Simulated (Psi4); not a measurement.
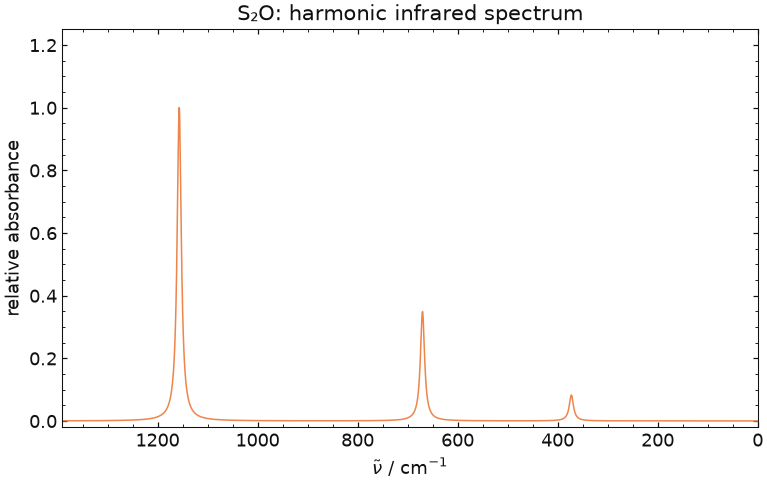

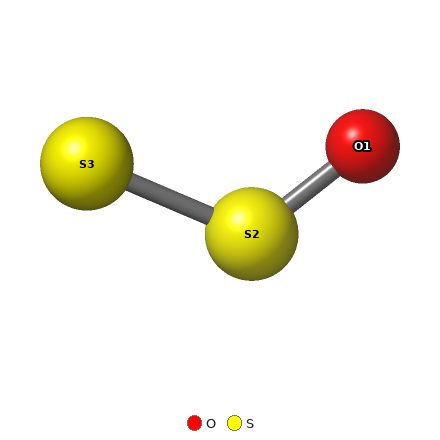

Infrared spectrum of S₂O (disulfur monoxide), SMILES O=S=S. Unscaled harmonic wavenumbers and double-harmonic intensities, r2SCAN/6-31G(d) with Psi4, at a geometry relaxed at this level, isolated molecule. Lorentzian lines of 10 cm⁻¹ full width. Close modes add up in the curve.

List the modes.

```csv
cm⁻¹,km/mol
372.7,10.8
670.3,45.7
1156.6,131.2
```

Caveats: double-zeta basis.
